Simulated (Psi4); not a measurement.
## ZrO2: excited-state calculation

System: ZrO2.
Method: TDA (B3LYP)/STO-3G, RKS (Psi4 1.11).

The geometry was optimised with B3LYP/STO-3G.

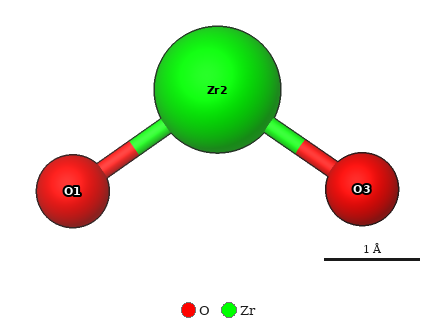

The structure as given in the input (ball-and-stick view, seen on its broad side; atoms are numbered from 1 in the order of the input). Sticks mark near contacts. Bond lengths as drawn: O–Zr 1.86 Å.

Input (input.dat)
```python
memory 1600 MB

molecule system {
  0 1
  O
  Zr 1 R2
  O 2 R3 1 A3

  R2 = 1.86093
  R3 = 1.86093
  A3 = 110.13218
  symmetry c1
}

set {
  basis     STO-3G
  reference rks
  save_jk   true
  scf_type  pk
}

from psi4.driver.procrouting.response.scf_response import tdscf_excitations
E, wfn = energy("b3lyp", return_wfn=True)
states = tdscf_excitations(wfn, states=6, tda=True)
```

Machine: 1 thread of AMD EPYC (Zen 3), 176 GiB of memory available, shared host.

Launch command:
```bash
psi4 input.dat output.dat -n 1
```

The program's output
```
Psi4 1.11 release

   => Loading Basis Set <=

    Name: STO-3G
    Role: ORBITAL
    Keyword: BASIS

         ---------------------------------------------------------
                                   SCF
                              RKS Reference
                        1 Threads,   1525 MiB Core
         ---------------------------------------------------------

  ==> Geometry <==

    Molecular point group: c1
    Full point group: C2v

    Geometry (in Angstrom), charge = 0, multiplicity = 1:

       Center              X                  Y                   Z               Mass
    ------------   -----------------  -----------------  -----------------  -----------------
         O            0.000000000000     1.525614815970    -0.785964992108    15.994914619570
         ZR           0.000000000000     0.000000000000     0.279661536368    89.904697700000
         O            0.000000000000    -1.525614815970    -0.785964992108    15.994914619570

  Running in c1 symmetry.

  Rotational constants: A =      0.62918  B =      0.22641  C =      0.16650 [cm^-1]
  Rotational constants: A =  18862.40439  B =   6787.58814  C =   4991.43351 [MHz]
  Nuclear repulsion =  193.091056854711155

  Charge       = 0
  Multiplicity = 1
  Electrons    = 56
  Nalpha       = 28
  Nbeta        = 28

  ==> Algorithm <==

  SCF Algorithm Type is PK.
  DIIS enabled.
  MOM disabled.
  Fractional occupation disabled.
  Guess Type is SAD.
  Energy threshold   = 1.00e-06
  Density threshold  = 1.00e-06
  Integral threshold = 1.00e-12

  ==> Primary Basis <==

  Basis Set: STO-3G
    Blend: STO-3G
    Number of shells: 17
    Number of basis functions: 37
    Number of Cartesian functions: 39
    Spherical Harmonics?: true
    Max angular momentum: 2

  ==> DFT Potential <==

   => LibXC <=

    Version 7.1.2

   => Composite Functional: B3LYP <=

    B3LYP Hyb-GGA Exchange-Correlation Functional

    Deriv               =              1
    GGA                 =           TRUE
    Meta                =          FALSE

    Exchange Hybrid     =           TRUE
    MP2 Hybrid          =          FALSE

   => Exchange Functionals <=

    0.0800   Slater exchange
    0.7200         Becke 88

   => Exact (HF) Exchange <=

    0.2000               HF

   => Correlation Functionals <=

    0.1900   Vosko, Wilk & Nusair (VWN5_RPA)
    0.8100   Lee, Yang & Parr

   => LibXC Density Thresholds  <==

    XC_HYB_GGA_XC_B3LYP:  1.00E-15

   => Molecular Quadrature <=

    Radial Scheme          =       TREUTLER
    Pruning Scheme         =           NONE
    Nuclear Scheme         =       TREUTLER

    Blocking Scheme        =         OCTREE
    BS radius alpha        =              1
    Pruning alpha          =              1
    Radial Points          =             75
    Spherical Points       =            302
    Total Points           =          62689
    Total Blocks           =            545
    Max Points             =            256
    Max Functions          =             36
    Weights Tolerance      =       1.00E-15

  ==> Integral Setup <==

  Using in-core PK algorithm.
   Calculation information:
      Number of atoms:                   3
      Number of AO shells:              17
      Number of primitives:             51
      Number of atomic orbitals:        39
      Number of basis functions:        37

      Integral cutoff                 1.00e-12
      Number of threads:                 1

  Performing in-core PK
  Using 494912 doubles for integral storage.
  We computed 9883 shell quartets total.
  Whereas there are 11781 unique shell quartets.

  ==> DiskJK: Disk-Based J/K Matrices <==

    J tasked:                  Yes
    K tasked:                  Yes
    wK tasked:                  No
    Memory [MiB]:             1096
    Schwarz Cutoff:          1E-12

  Cached 100.0% of DFT collocation blocks in 0.047 [GiB].

  Minimum eigenvalue in the overlap matrix is 2.0773722821E-01.
  Reciprocal condition number of the overlap matrix is 1.0524631667E-01.
    Using symmetric orthogonalization.

  ==> Pre-Iterations <==

  SCF Guess: Superposition of Atomic Densities via on-the-fly atomic UHF (no occupation information).

   -------------------------
    Irrep   Nso     Nmo
   -------------------------
     A         37      37
   -------------------------
    Total      37      37
   -------------------------

  ==> Iterations <==

                        Total Energy        Delta E     RMS |[F,P]|

   @RKS iter SAD: -3651.38219226666115   -3.65138e+03   0.00000e+00
   @RKS iter   1: -3652.59349159023668   -1.21130e+00   2.01123e-02 ADIIS/DIIS
   @RKS iter   2: -3641.24421428098412    1.13493e+01   9.25633e-02 ADIIS/DIIS
   @RKS iter   3: -3650.65010263239446   -9.40589e+00   5.29902e-02 ADIIS/DIIS
   @RKS iter   4: -3653.01995343956332   -2.36985e+00   7.55884e-03 ADIIS/DIIS
   @RKS iter   5: -3653.05525551251776   -3.53021e-02   3.38805e-03 ADIIS/DIIS
   @RKS iter   6: -3653.06464988551261   -9.39437e-03   7.75533e-05 DIIS
   @RKS iter   7: -3653.06465805112566   -8.16561e-06   8.57397e-06 DIIS
   @RKS iter   8: -3653.06465814843614   -9.73105e-08   4.54615e-06 DIIS
   @RKS iter   9: -3653.06465817034587   -2.19097e-08   9.35595e-07 DIIS
  Energy and wave function converged.

  ==> Post-Iterations <==

   Electrons on quadrature grid:
      Ntotal   =   55.9999695555 ; deviation = -3.044e-05

    Orbital Energies [Eh]
    ---------------------

    Doubly Occupied:

       1A   -635.262617     2A    -85.809698     3A    -80.142787
       4A    -80.142603     5A    -80.141557     6A    -18.791954
       7A    -18.791668     8A    -13.888558     9A    -11.534117
      10A    -11.532963    11A    -11.529277    12A     -6.005663
      13A     -6.005403    14A     -6.003529    15A     -6.002527
      16A     -6.001661    17A     -1.957312    18A     -1.267129
      19A     -1.259753    20A     -1.259106    21A     -0.738264
      22A     -0.729103    23A     -0.182486    24A     -0.169396
      25A     -0.145973    26A     -0.144309    27A     -0.130596
      28A     -0.088709

    Virtual:

      29A      0.017217    30A      0.083007    31A      0.100798
      32A      0.172448    33A      0.174971    34A      0.294508
      35A      0.362834    36A      0.619754    37A      0.792304

    Final Occupation by Irrep:
              A
    DOCC [    28 ]
    NA   [    28 ]
    NB   [    28 ]

  @RKS Final Energy: -3653.06465817034587

   => Energetics <=

    Nuclear Repulsion Energy =            193.0910568547111552
    One-Electron Energy =               -5447.6989732534475479
    Two-Electron Energy =                1705.9338266422180368
    DFT Exchange-Correlation Energy =    -104.3905684138277934
    Empirical Dispersion Energy =           0.0000000000000000
    VV10 Nonlocal Energy =                  0.0000000000000000
    Total Energy =                      -3653.0646581703454103

Computation Completed

Properties will be evaluated at   0.000000,   0.000000,   0.000000 [a0]

Properties computed using the SCF density matrix

 Multipole Moments:

 ------------------------------------------------------------------------------------
     Multipole            Electronic (a.u.)      Nuclear  (a.u.)        Total (a.u.)
 ------------------------------------------------------------------------------------

 L = 1.  Multiply by 2.5417464519 to convert [e a0] to [Debye]
 Dipole X            :         -0.0000000            0.0000000           -0.0000000
 Dipole Y            :          0.0000000            0.0000000            0.0000000
 Dipole Z            :          4.8133389           -2.6247888            2.1885501
 Magnitude           :                                                    2.1885501

 ------------------------------------------------------------------------------------

	total time  =          4 seconds =       0.07 minutes

******************************************************************************************
**********                               WARNING                                **********
**********       The names of excited state variables changed between 1.5       **********
**********     and 1.6. For a quick solution, remove the symmetry specifier     **********
**********   from the variable name. For full details, see 'Notes on Psivars'   **********
**********                        in the documentation.                         **********
******************************************************************************************

         ---------------------------------------------------------
                         TDSCF excitation energies
         ---------------------------------------------------------

  ==> Options <==

     Residual threshold  : 1.0000e-04
     Initial guess       : denominators
     Reference           : RHF
     Solver type         : TDA (Davidson)

  ==> Requested Excitations <==

      6 singlet states with A symmetry

  ==> Seeking the lowest 6 singlet states with A symmetry

                         Generalized Davidson Solver

  ==> Options <==

    Max number of iterations        = 60
    Eigenvector tolerance           = 1.0000e-04
    Max number of expansion vectors = 1200

  => Iterations <=
                           Max[D[value]]     Max[|R|]   # vectors
  DavidsonSolver iter   1:   1.37559e-01  2.09000e-02     24
  DavidsonSolver iter   2:   7.28018e-04  2.04969e-03     30
  DavidsonSolver iter   3:   7.92187e-06  3.25026e-04     36
  DavidsonSolver iter   4:   1.50619e-07  7.69986e-05     40      Converged

******************************************************************************************
**********                               WARNING                                **********
**********  Length-gauge rotatory strengths are **NOT** gauge-origin invariant  **********
******************************************************************************************

                                    Excitation Energy         Total Energy        Oscillator Strength             Rotatory Strength
     #   Sym: GS->ES (Trans)        au              eV              au          au (length)    au (velocity)    au (length)    au (velocity)
    ---- -------------------- --------------- --------------- --------------- --------------- --------------- --------------- ---------------
     1        A->A (1 A)       0.05895         1.60402        -3653.00571      0.0004          0.0801          0.0000         -0.0000
     2        A->A (1 A)       0.09824         2.67317        -3652.96642      0.0001          0.0008          0.0000          0.0000
     3        A->A (1 A)       0.11276         3.06840        -3652.95190      0.0001          0.0047          0.0000         -0.0000
     4        A->A (1 A)       0.11408         3.10414        -3652.95058      0.0060          0.0000          0.0000         -0.0000
     5        A->A (1 A)       0.11978         3.25925        -3652.94488      0.0000          0.0000         -0.0000          0.0000
     6        A->A (1 A)       0.13715         3.73194        -3652.92751      0.0000          0.0000         -0.0000          0.0000

Contributing excitations
Only contributions with abs(coeff) > 1.00e-01 will be printed:

Excited State    1 (1 A):   0.05895 au   772.96 nm f = 0.0004
  Sums of squares: Xssq =  1.000000e+00
     28a  ->  29a     0.999331 (99.866%)

Excited State    2 (1 A):   0.09824 au   463.81 nm f = 0.0001
  Sums of squares: Xssq =  1.000000e+00
     27a  ->  29a    -0.998450 (99.690%)

Excited State    3 (1 A):   0.11276 au   404.07 nm f = 0.0001
  Sums of squares: Xssq =  1.000000e+00
     25a  ->  29a     0.998472 (99.695%)

Excited State    4 (1 A):   0.11408 au   399.42 nm f = 0.0060
  Sums of squares: Xssq =  1.000000e+00
     26a  ->  29a     0.996548 (99.311%)

Excited State    5 (1 A):   0.11978 au   380.41 nm f = 0.0000
  Sums of squares: Xssq =  1.000000e+00
     28a  ->  30a     0.995216 (99.046%)

Excited State    6 (1 A):   0.13715 au   332.22 nm f = 0.0000
  Sums of squares: Xssq =  1.000000e+00
     24a  ->  29a    -0.991221 (98.252%)

******************************************************************************************
**********                               WARNING                                **********
**********       The names of excited state variables changed between 1.5       **********
**********     and 1.6. For a quick solution, remove the symmetry specifier     **********
**********   from the variable name. For full details, see 'Notes on Psivars'   **********
**********                        in the documentation.                         **********
******************************************************************************************

    Psi4 run time: 0:00:09.37
```

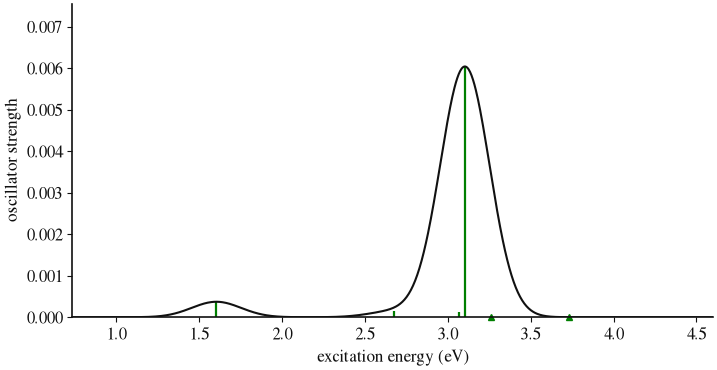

Computed excitations as sticks (degenerate states added up, dark ones marked on the axis), with a Gaussian envelope of 0.35 eV full width at half maximum, scaled to the tallest. Of the 6 states the lowest lies at 1.60 eV (f = 0.000); the strongest line is at 3.10 eV, or 399 nm (f = 0.006).

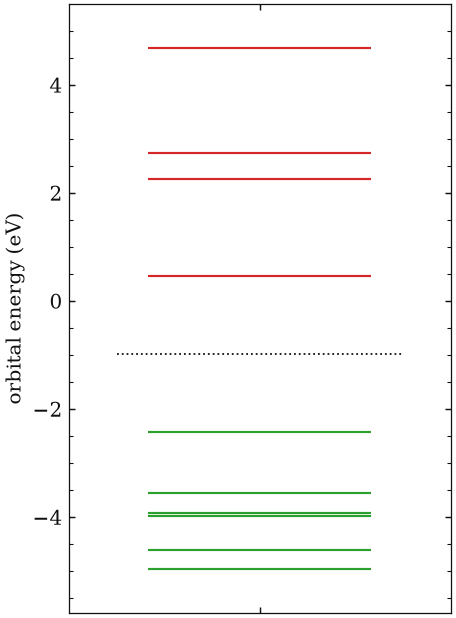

Orbital energies near the frontier; the dotted line parts filled from empty levels, and levels within 0.02 eV of each other stand side by side. Highest filled −2.41 eV, lowest empty 0.47 eV, 2.88 eV apart.

Results in brief

```tsv
quantity	value
outcome	converged
total energy	−3653.064658 hartree
basis functions	37
HOMO	−2.41 eV
LUMO	0.47 eV
dipole moment	5.56 D
lowest excitation	1.60 eV
wall time	11 s
peak memory	0.25 GiB
```
